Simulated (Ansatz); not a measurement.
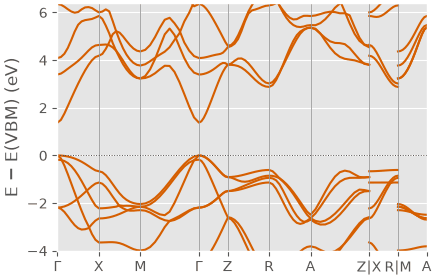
*Band structure from DFT-PBEsol in the program Ansatz with PAW potentials*

Problem. Read off the gap and where the band edges lie.

Solution. About 1.4 eV (1.38 eV by a search for the band edges); maximum at Γ, minimum at Γ.

The material is ZnCdS2 in space group P-4m2 (No. 115; Zn on 1d, Cd on 1b, S on 2g).

The first step of the workflow began from a Materials Project structure, measured or hypothetical; the Crystallography Open Database copy checked does not list it. Its standing as an ambient phase is unchecked. The PBEsol relaxation kept the symmetry of its start; of distortions, only those at the zone centre were tested. Scalar-relativistic: spin–orbit coupling is off unless named, which matters more the heavier the elements.

Potentials: the later of the program's two PAW sets.
